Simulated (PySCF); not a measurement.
# [OsO3Cl]−: forces at shaken geometries

How stiff is [OsO3Cl]−? Its atoms are displaced at random by several amounts. The species was built from a template and needn't be a known compound.

Method: BP86, Os def2-SVP with ECP60, O def2-SVP, Cl def2-SVP; scalar-relativistic core potentials, no spin–orbit coupling; program: PySCF 2.14.0.

3 further runs of the same task are left out: 2 for a known fault of the program, 1 that didn't finish.

## Step 1: The starting structure

5 atoms, charge -1, spin multiplicity 1.

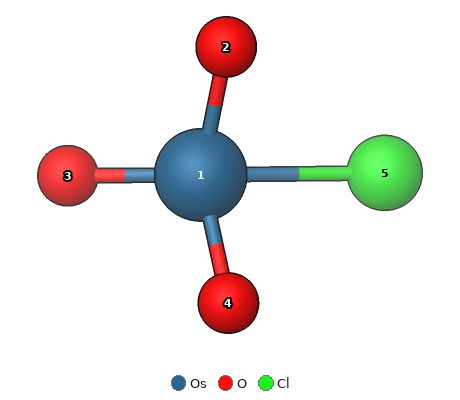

The geometry (osmium blue, oxygen red, chlorine green); atoms are numbered from 1 in the order of the file.

Coordinates:

| atom | x (Å) | y (Å) | z (Å) |
| --- | --- | --- | --- |
| Os1 | 0.00000 | 0.23635 | 0.03421 |
| O2 | 1.62206 | -0.02297 | 0.63418 |
| O3 | 0.00000 | 1.84224 | -0.64105 |
| O4 | -1.62206 | -0.02297 | 0.63418 |
| Cl5 | 0.00000 | -2.18579 | -0.49302 |

Formal oxidation states: Os +6. An earlier session relaxed this geometry at BP86, Os def2-SVP with ECP60, O def2-SVP, Cl def2-SVP (singlet, point group Cs).

Its energy there is -776.578953 Eh.

## Step 2: Atoms moved at random, σ = 0.15 Å

The input, run.py (the lines that set the calculation):

```python
mol = gto.M(atom='''
Os     0.04454     0.22153     0.22804
O      1.63065     0.02905     0.43247
O     -0.01570     1.97005    -0.54509
O     -1.47584    -0.12523     0.58181
Cl    -0.18364    -2.24853    -0.52872''',
    basis={'Os': 'def2-SVP', 'O': 'def2-SVP', 'Cl': 'def2-SVP'},
    ecp={'Os': 'def2-SVP'},
    charge=-1, spin=0)
mf = dft.RKS(mol, xc='B88,P86')
mf.grids.atom_grid = (50, 194)
mf = mf.density_fit()  # fitting sets: Os def2-universal-JKFIT, O def2-universal-JKFIT, Cl def2-universal-JKFIT
mf.conv_tol = 1e-08; mf.max_cycle = 55
mf.kernel(dm0)  # dm0: the density of the relaxed state
```

Command:

```bash
OMP_NUM_THREADS=2 python run.py
```

## Step 3: Atoms moved at random, σ = 0.06 Å

The input, run.py (the lines that set the calculation):

```python
mol = gto.M(atom='''
Os     0.08422     0.16323     0.03829
O      1.56337    -0.07892     0.62044
O     -0.02667     1.93623    -0.65901
O     -1.61634    -0.07794     0.64563
Cl    -0.00459    -2.09574    -0.47685''',
    basis={'Os': 'def2-SVP', 'O': 'def2-SVP', 'Cl': 'def2-SVP'},
    ecp={'Os': 'def2-SVP'},
    charge=-1, spin=0)
mf = dft.RKS(mol, xc='B88,P86')
mf.grids.atom_grid = (50, 194)
mf = mf.density_fit()  # fitting sets: Os def2-universal-JKFIT, O def2-universal-JKFIT, Cl def2-universal-JKFIT
mf.conv_tol = 1e-08; mf.max_cycle = 55
mf.kernel(dm0)  # dm0: the density of the relaxed state
```

## Step 4: Atoms moved at random, σ = 0.15 Å

The input, run.py (the lines that set the calculation):

```python
mol = gto.M(atom='''
Os    -0.06485     0.28705     0.08377
O      1.89060     0.15074     0.51129
O     -0.02882     1.77255    -0.73214
O     -1.79753    -0.17617     0.74755
Cl     0.00060    -2.18731    -0.44197''',
    basis={'Os': 'def2-SVP', 'O': 'def2-SVP', 'Cl': 'def2-SVP'},
    ecp={'Os': 'def2-SVP'},
    charge=-1, spin=0)
mf = dft.RKS(mol, xc='B88,P86')
mf.grids.atom_grid = (50, 194)
mf = mf.density_fit()  # fitting sets: Os def2-universal-JKFIT, O def2-universal-JKFIT, Cl def2-universal-JKFIT
mf.conv_tol = 1e-08; mf.max_cycle = 55
mf.kernel(dm0)  # dm0: the density of the relaxed state
```

Q: Predict the outcome of this session. Wanted: for each run, σ; energy rise; harmonic estimate −½ F·u; largest force component.

**Answer**, as computed:

| σ (Å) | energy rise (eV) | harmonic estimate −½ F·u (eV) | largest force component (eV/Å) |
| --- | --- | --- | --- |
| 0.15 | 2.169 | 2.010 | 10.18 |
| 0.06 | 1.154 | 1.176 | 10.33 |
| 0.15 | 1.594 | 1.374 | 5.51 |

Every displacement raises the energy. For a harmonic well the rise equals −½ F·u; the two differ by at most 14 % here (a move with σ = 0.15 Å), from anharmonicity, the grid and the small forces left at the relaxed point. These are double-zeta-type bases without diffuse functions. Spin–orbit coupling is left out.
